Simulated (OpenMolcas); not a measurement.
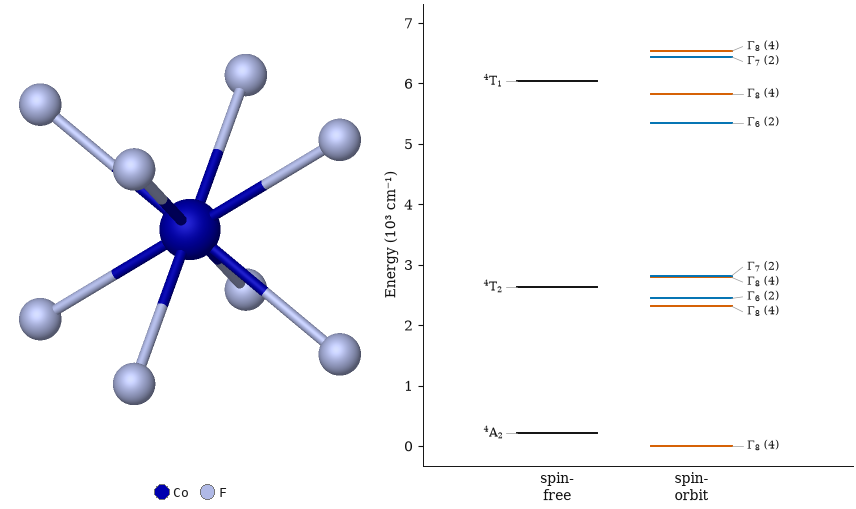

Co²⁺ (3d⁷) as a dopant in SrF₂, a cluster with its 8 nearest F⁻ at 2.315 Å (cube) embedded in model potentials and point charges; the geometry was set, not optimised, and its levels. Labels give the representation in O, Td, D4 or D3 as the site allows (double group for half-integer spin) where it could be assigned and, in brackets, the degeneracy; spin-free states, where drawn, share the zero of the spin-orbit levels. Computed with OpenMolcas: state-averaged SS-CASPT2, IPEA shift 0.25, imaginary shift 0.1 hartree, closed shells 3s 3p correlated, active space 7 electrons in the shell 3d, basis ANO-RCC-VDZP on all atoms, DKH2 scalar Hamiltonian, spin-orbit coupling by RASSI with atomic mean-field integrals.

> Describe the ground state and the low levels.

The ground level is Γ₈, 4-fold degenerate, 100 % from states of spin multiplicity 4. The next level lies at 2,310 cm⁻¹ (Γ₈). The lowest spin-free state is ⁴A₂, from the free-ion F term; of the same spin there follow at 2,420 cm⁻¹ (⁴T₂) and 5,820 cm⁻¹ (⁴T₁) above it.

Known limits: small active space favours high spin, ground spin may be wrong; single d shell for a late 3d ion, CASPT2 field may be too large; the geometry is set by hand, with no relaxation and no charge compensation.
